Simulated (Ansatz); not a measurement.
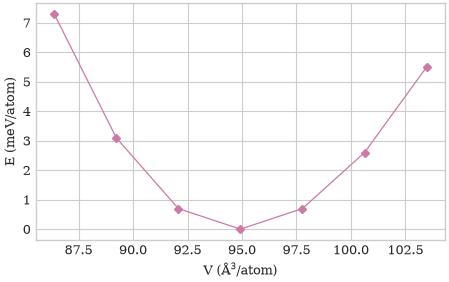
Fig. 1. Rb (bcc (W type), Im-3m) under volume change, r²SCAN (plane waves, PAW; program Ansatz), scaled uniformly.

### Question
What does a third-order Birch–Murnaghan fit give for V₀, B₀ and B′?

### Answer
V₀ = 94.93 Å³/atom, B₀ = 2.6 GPa, B′ = 3.7.

Symmetry was held in the r²SCAN relaxation; phonons on a q-mesh show no instability.

Potentials: the later of the program's two PAW sets.
